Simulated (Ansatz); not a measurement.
# Calculations on TaNH3BrCl4

### Relaxation

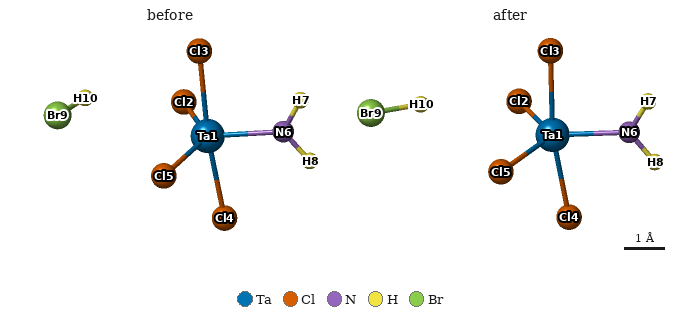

The structure of TaNH3BrCl4 before (left) and after (right) a relaxation, at one scale.

A ball-and-stick model, seen at a tilt.

The run prepares an end point of a later path (reaction) calculation, from a guessed geometry.

Level of theory: RKS PBE/def2-SVP in Ansatz 0.2.0.

Input file:
```yaml
crystal:
  periodic: [false, false, false]
  atoms:
    - { symbol: Ta, position_ang: [-0.089396, -0.136441, 0.083256] }
    - { symbol: Cl, position_ang: [2.332463, -0.396194, 0.247862] }
    - { symbol: Cl, position_ang: [-0.285123, -0.452654, 2.395791] }
    - { symbol: Cl, position_ang: [0.145418, -0.063178, -2.250524] }
    - { symbol: Cl, position_ang: [-1.584012, 1.634545, 0.05351] }
    - { symbol: "N", position_ang: [-1.049164, -1.822788, -0.147902] }
    - { symbol: H, position_ang: [-1.424661, -2.372136, 0.633552] }
    - { symbol: H, position_ang: [-1.263502, -2.238988, -1.058729] }
    - { symbol: Br, position_ang: [1.621006, 3.068688, 1.36309] }
    - { symbol: H, position_ang: [2.647772, 1.984147, 1.156294] }
basis:
  gaussian: { orbitals: def2-SVP }
hamiltonian:
  xc: pbe
relax:
  f_tol: 0.03
  max_steps: 50
```

Launched with:
```bash
ansatz run input.yaml --threads 4 --pin off --max-ram 5120MiB --backend cpu --events-out ev --progress --plain --runs-dir out
```

Summarise the run.

Over 8 geometry steps the energy falls by 2.96 kcal/mol. Largest force component: 0.93 eV/Å at the start, 0.022 eV/Å at the end. The largest move after the best rigid fit is that of Br9, 0.82 Å. By element the largest moves are Br 0.82 Å, Cl 0.31 Å, H 0.24 Å, N 0.15 Å, Ta 0.14 Å. Among the contacts that change: Ta1–Cl2 2.441 → 2.345 Å, Br9–H10 1.508 → 1.442 Å, Ta1–N6 1.954 → 1.966 Å, Ta1–Cl5 2.318 → 2.312 Å. Bond angles that change, for instance: Cl2–Ta1–Cl5 136.2° → 124.0°, Cl5–Ta1–N6 109.9° → 117.0°, Cl2–Ta1–N6 113.8° → 119.0°. Cost: 32 s on 4 threads of Arm Neoverse V2 (shared host), peak memory 0.29 GiB.

Limits of the set-up: the start holds two separate molecules, 2.6 Å apart at their closest, whose relative position is a soft coordinate and is computed without a dispersion correction.

### Relaxation

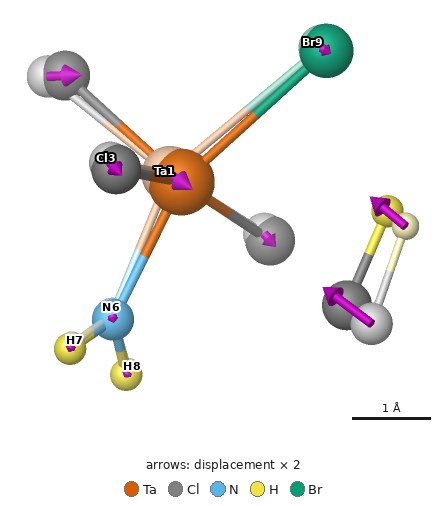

This is a relaxation of TaNH₃BrCl₄. The starting structure is drawn faded, the final one solid; purple arrows show the displacements, magnified 2 times. The two geometries are superimposed by the best rigid fit.

A ball-and-stick model, seen at a tilt.

The run prepares an end point of a later path (reaction) calculation, from a guessed geometry.

Level of theory: RKS PBE/def2-SVP in Ansatz 0.2.0.

The input:
```yaml
crystal:
  periodic: [false, false, false]
  atoms:
    - { symbol: Ta, position_ang: [-0.533916, 0.508263, 0.256809] }
    - { symbol: Cl, position_ang: [2.88492, -0.806356, 0.452368] }
    - { symbol: Cl, position_ang: [-0.454268, -0.047468, 2.529015] }
    - { symbol: Cl, position_ang: [0.067085, 0.553365, -2.001492] }
    - { symbol: Cl, position_ang: [-2.636519, 1.399974, 0.134856] }
    - { symbol: "N", position_ang: [-0.775351, -1.433433, -0.027871] }
    - { symbol: H, position_ang: [-0.869544, -2.115017, 0.733175] }
    - { symbol: H, position_ang: [-0.680278, -1.898352, -0.938117] }
    - { symbol: Br, position_ang: [1.087009, 2.523795, 0.716484] }
    - { symbol: H, position_ang: [2.96166, 0.520228, 0.620973] }
basis:
  gaussian: { orbitals: def2-SVP }
hamiltonian:
  xc: pbe
relax:
  f_tol: 0.03
  max_steps: 50
```

Launched with:
```bash
ansatz run input.yaml --threads 4 --pin off --max-ram 5120MiB --backend cpu --events-out ev --progress --plain --runs-dir out
```

### Atoms of which element are displaced furthest, and by how much?

Chlorine: up to 0.45 Å, against 0.33 Å for hydrogen.

### What happened in the run?

Cl2 moves most after the best rigid fit: 0.45 Å. Largest moves by element: Cl 0.45 Å, H 0.33 Å, Ta 0.20 Å, Br 0.08 Å, N 0.05 Å. Among the contacts that change: Ta1–Cl2 3.668 → 3.020 Å, Ta1–H10 3.515 → 3.031 Å, Cl2–Br9 3.794 → 3.418 Å, Ta1–Br9 2.627 → 2.586 Å. Among the angles between lasting bonds that change: N6–Ta1–Br9 148.6° → 156.1°, Cl5–Ta1–Br9 106.1° → 100.1°, Cl3–Ta1–Cl4 159.0° → 162.3°. The energy falls by 1.84 kcal/mol in 12 accepted moves (13 points after the start). Largest force component: 0.9 eV/Å at the start, 0.011 eV/Å at the end. The line search rejected the trial step at point 3 of the run. Cost: 43 s on 4 threads of Arm Neoverse V2, with other jobs on the host, peak memory 0.29 GiB.

Limits of the set-up: the start holds two separate molecules, 2.7 Å apart at their closest, whose relative position is a soft coordinate and is computed without a dispersion correction.

### Path

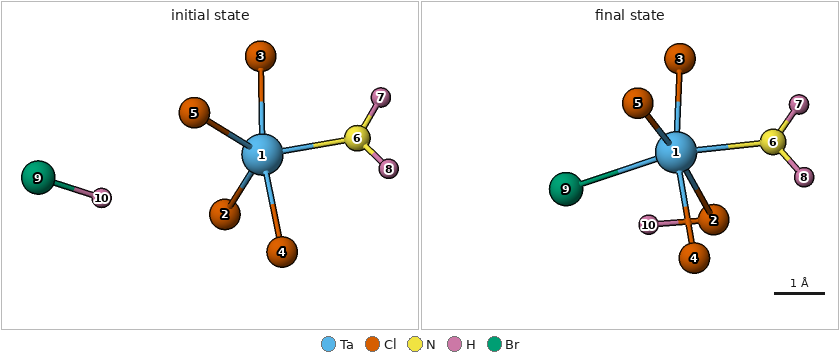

The two relaxed end points of a path for TaNH3BrCl4, made up at the start of TaNH2Cl4 and HBr. A ball-and-stick model, seen at a tilt.

Theory: RKS PBE/def2-SVP in Ansatz 0.2.0.

Set-up: 7 movable images; climbing image; force threshold 0.05 eV/Å; iteration limit 60.

Start:
```xyz
10

Ta   -0.1694   -0.2462    0.0960
Cl    2.1590   -0.2355    0.3727
Cl   -0.4899   -0.6789    2.3798
Cl    0.0609   -0.1637   -2.2388
Cl   -1.4851    1.6540    0.1490
N    -1.0864   -1.9596   -0.2033
H    -1.4656   -2.5427    0.5496
H    -1.2646   -2.3558   -1.1317
Br    2.2750    3.5567    1.4211
H     2.5168    2.1766    1.0816
```

End:
```xyz
10

Ta   -0.3424    0.4442    0.2565
Cl    2.4573   -0.6550    0.5292
Cl   -0.4408   -0.1518    2.5227
Cl    0.2673    0.5287   -2.0066
Cl   -2.3867    1.4666    0.0903
N    -0.7402   -1.4703   -0.0934
H    -0.9042   -2.1671    0.6421
H    -0.6463   -1.9182   -1.0120
Br    1.1450    2.4900    0.7963
H     2.6418    0.6380    0.7513
```

Question: Predict the minimum-energy path and its barrier.

Answer: Forward barrier 17.8 kJ/mol, backward barrier 8.5 kJ/mol, with image 6 at the top; the reaction energy is +9.2 kJ/mol. Breaking: Br9–H10 (1.44 → 1.72 at the top → 2.38 Å). Forming: Cl2–H10 (2.54 → 1.57 at the top → 1.32 Å), Ta1–Br9 (4.71 → 2.80 at the top → 2.59 Å). The band converged in 22 iterations, with a climbing image at the top.

Energies of the converged images:

```
image  path (Å)  E (kJ/mol)
    0      0.00         0.0
    1      0.55         0.2
    2      1.09         2.7
    3      1.64         2.8
    4      2.19         2.1
    5      2.73         7.1
    6      3.28        17.8
    7      3.71        12.0
    8      4.14         9.2
```

The geometry at the top of the path:

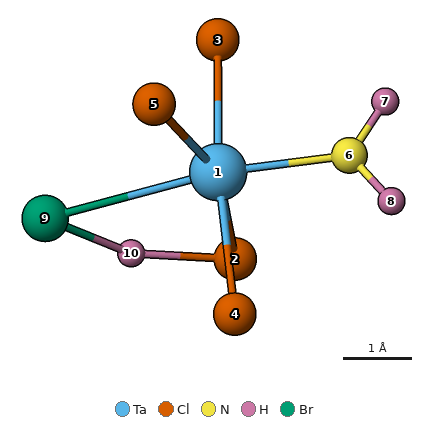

Limits of the set-up: the start holds two separate molecules, 2.5 Å apart at their closest, whose relative position is a soft coordinate and is computed without a dispersion correction.
